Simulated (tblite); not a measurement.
**Frequency calculation of C₂H₅FGeO₂**

- system: C₂H₅FGeO₂, SMILES O=[C](O)[GeH2][CH2]F
- method: GFN2-xTB harmonic vibrations, gas phase (tblite 0.8.0)

It belongs to a series of runs on one base structure; here: H on Ge replaced by CH2F.

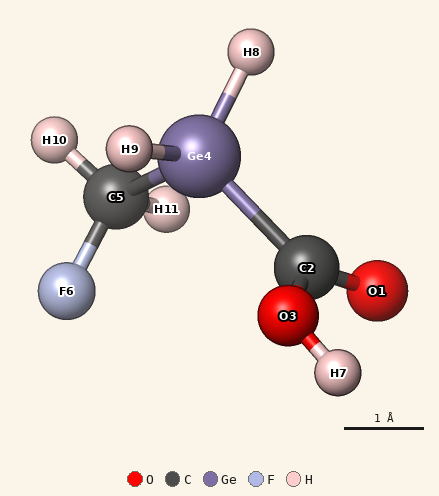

*The input geometry (ball-and-stick view, seen at a tilt; atoms are numbered from 1 in the order of the input). Sticks mark near contacts.*

Summary

```tsv
quantity	value
outcome	converged
total energy	−587.8698 eV
zero-point energy	40.9730 kcal/mol
hardware	1 CPU thread, shared host
peak memory	0.18 GiB
```

The input
```
{"job": {"kind": "ir", "xc": "GFN2-xTB", "basis": "xTB"}, "charge": 0, "multiplicity": 1}
O      1.708526    -0.835880    -1.328764
C      1.450778    -0.122748    -0.401202
O      2.285783     0.113238     0.605340
Ge    -0.260274     0.849823    -0.107036
C     -1.707497    -0.504816     0.109393
F     -1.411734    -1.269959     1.216857
H      3.120579    -0.380741     0.508105
H     -0.595618     1.709698    -1.293501
H     -0.132244     1.691751     1.127149
H     -2.690889    -0.061404     0.281658
H     -1.761987    -1.186292    -0.743964
```

The first line tells a small driver script what to run in tblite; the rest is the geometry in Å.

Run as:
```bash
OMP_NUM_THREADS=1 python <driver script> task.json out
```

The program's output
```
mode    cm-1     km/mol
  1      25.6      4.22
  2      48.4      3.58
  3      98.2      3.59
  4     196.1      2.85
  5     226.7      7.40
  6     338.9     22.42
  7     393.7     28.83
  8     471.8     62.00
  9     557.5     44.70
 10     599.1    111.77
 11     633.8    101.74
 12     665.6     73.81
 13     704.3    122.90
 14     752.0    121.50
 15     791.1    171.71
 16    1012.2     59.64
 17    1119.2    234.77
 18    1177.6     23.85
 19    1196.8     37.67
 20    1231.8     12.20
 21    1410.6      1.17
 22    1774.7    417.04
 23    1963.5    201.88
 24    2039.0    476.36
 25    2936.8     19.54
 26    2945.7     18.47
 27    3350.0     11.97
```

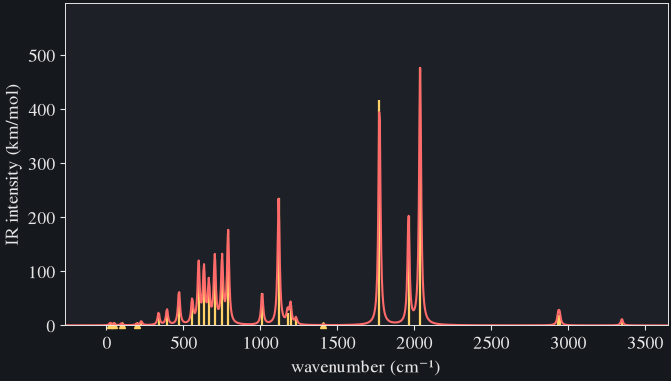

*Harmonic infrared spectrum, unscaled: sticks (degenerate modes added up, dark ones marked on the axis) with a Lorentzian envelope of 16 cm⁻¹ full width, scaled to the tallest stick.*

27 modes from 26 to 3350 cm⁻¹, none imaginary. The strongest line is at 2039 cm⁻¹ (476 km/mol).
